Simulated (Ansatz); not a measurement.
# C2H6BF: the cost of one run

All numbers are computed with the Python package of Ansatz 0.2.0. The levels of theory stand in the script.

## Step 1: The structure

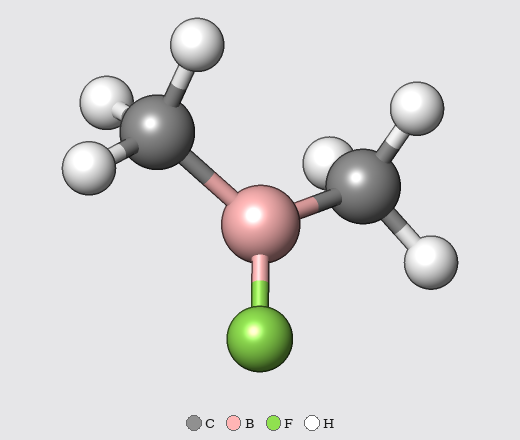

The starting structure, viewed from a chosen angle; carbon grey, boron pink, fluorine green, hydrogen white.

Input file c2h6bf.xyz:

```xyz
10

C    -0.72640    0.98360   -0.51250
B    -0.13890   -0.42380   -0.41980
C     0.80800   -0.77510    0.76820
F    -0.36780   -1.40800   -1.42200
H     0.03430    1.77840   -0.62270
H    -1.38300    1.24850    0.37980
H    -1.39700    1.08960   -1.41850
H     1.75820   -0.08270    0.75260
H     1.18880   -1.81020    0.72890
H     0.30680   -0.65130    1.76890
```

## Step 2: The code

The input, methods_c2h6bf.py:

```python
"""One geometry of C2H6BF, method by method."""

import ansatz as az

BASIS = "def2-SVP"


def main() -> None:
    molecule = az.Crystal.molecule_from_extxyz("c2h6bf.xyz")

    job = molecule.calculation().basis(gaussian=BASIS)

    methods = ["mp2", "ccsd", "ccsd_t"]
    reports = [job.correlation(m).run().report for m in methods]
    print(f"Hartree-Fock reference {reports[0]['reference_energy_ev'] / 27.211386246:.6f} Ha")
    best = reports[-1]["free_energy_ev"] - reports[-1]["reference_energy_ev"]
    for method, each in zip(methods, reports):
        gained = each["free_energy_ev"] - each["reference_energy_ev"]
        print(f"{method:8s} total {each['free_energy_ev'] / 27.211386246:.6f} Ha  correlation {gained:9.4f} eV  ({100 * gained / best:.1f} % of the last)")


if __name__ == "__main__":
    main()
```

## Step 3: Launch

Launch:

```
> python methods_c2h6bf.py
```

**Question.** How long does this script take on 1 thread of Arm Neoverse V1, shared host, and how much memory does it need?

About 11 s, with a peak of 0.37 GiB.
